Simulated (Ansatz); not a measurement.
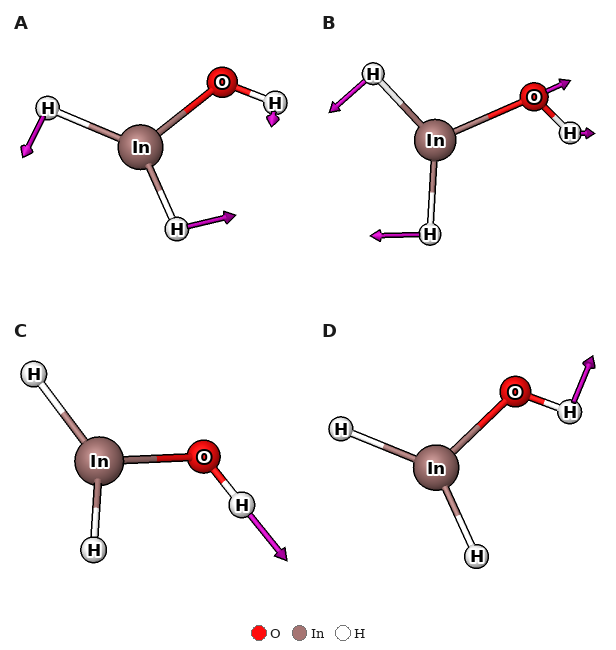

4 normal modes of one molecule or complex, as arrows. Harmonic vibrations computed with RKS PBE0-D4/def2-TZVP, core potentials on In (Ansatz 0.2.0) at a stationary point of the same level.

Match the panels to the wavenumbers 382 cm⁻¹, 611 cm⁻¹, 791 cm⁻¹, 3898 cm⁻¹.

A: 382 cm⁻¹, H–In–O bending
B: 611 cm⁻¹
C: 3898 cm⁻¹, O–H stretching
D: 791 cm⁻¹, H–O–In bending
